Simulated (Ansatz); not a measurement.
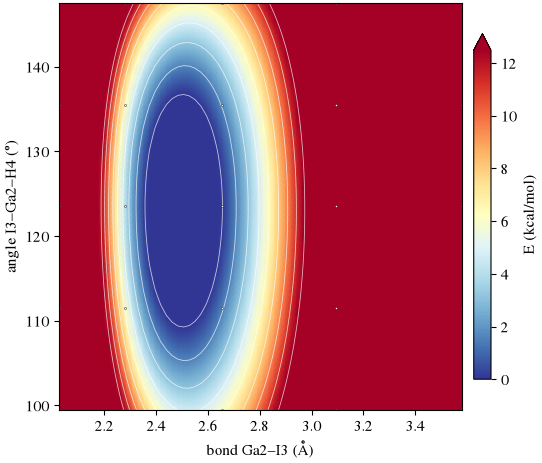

ClGaHI, SMILES [Cl][GaH][I]. 
- Two internal coordinates are moved rigidly from the geometry relaxed at PBE0-D4/def2-TZVP, all others fixed.
- Coordinates scanned: (1) bond Ga2–I3; (2) angle I3–Ga2–H4.
- Grid: 5 × 5 points.
- Points are written as (first, second).
- All energies are given in kcal/mol relative to the lowest grid point.
- Level of theory: Ansatz, RKS PBE-D4/def2-TZVPP.

The picture shows a smooth colour map with a few white contour lines, dots at the grid points, one colour for all values above the top of the scale. Between grid points the surface is interpolated.

Q: Where is the minimum, and how stiff is the well along each coordinate?

A: The interpolated minimum is at bond Ga2–I3 ≈ 2.480 Å, angle I3–Ga2–H4 ≈ 123.5°. The curvatures there are about 13 eV/Å² and 3.5 eV/rad², with a cross term of about 0 eV/(Å·rad). Round the minimum the two coordinates are nearly uncoupled. (1 eV is 23.1 kcal/mol.)
